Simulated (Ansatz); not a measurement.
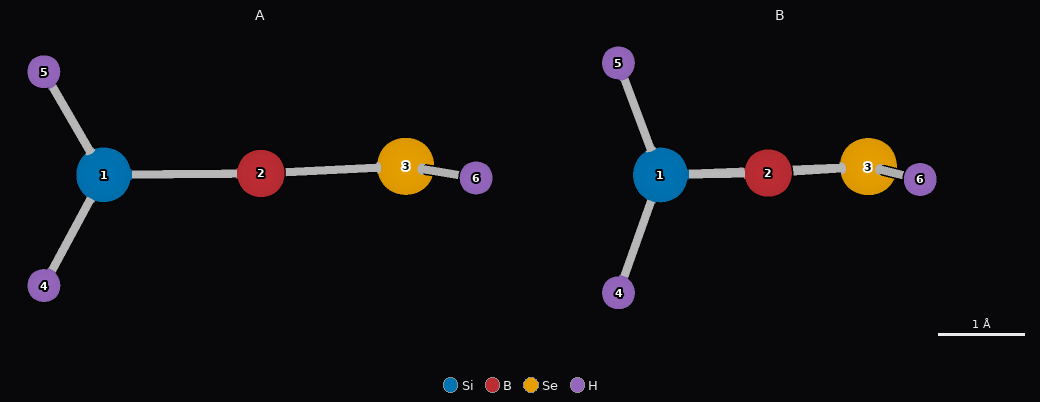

Two geometries of BSiH₃Se, drawn at one scale. One is the start of a relaxation, the other its converged end. A ball-and-stick model, seen face on.

Method: RKS PBE-D4/def2-SVP in Ansatz 0.2.0. (force threshold 0.03 eV/Å; at most 250 steps)

Q: Which geometry has the lower energy?

A: Structure A is the relaxed one. It is one of the separated reactants of a reaction. H6 moves most after the best rigid fit: 0.90 Å. Largest moves by element: H 0.90 Å, Se 0.67 Å, Si 0.43 Å, B 0.15 Å. Among the contacts that change: Si1–Se3 2.599 → 3.656 Å, Si1–B2 1.280 → 1.849 Å, B2–Se3 1.365 → 1.863 Å, Si1–H4 1.474 → 1.499 Å. Bond angles that change, for instance: H4–Si1–H5 133.6° → 114.4°, B2–Se3–H6 82.9° → 98.9°, B2–Si1–H4 111.2° → 119.1°. Over 8 accepted moves (9 points after the start) the energy falls by 1583.8 kJ/mol. The largest force component goes from 44 to 0.015 eV/Å. The line search rejected the trial step at point 7 of the run. The run took 14 s on 2 threads of Arm Neoverse V2 (shared host).
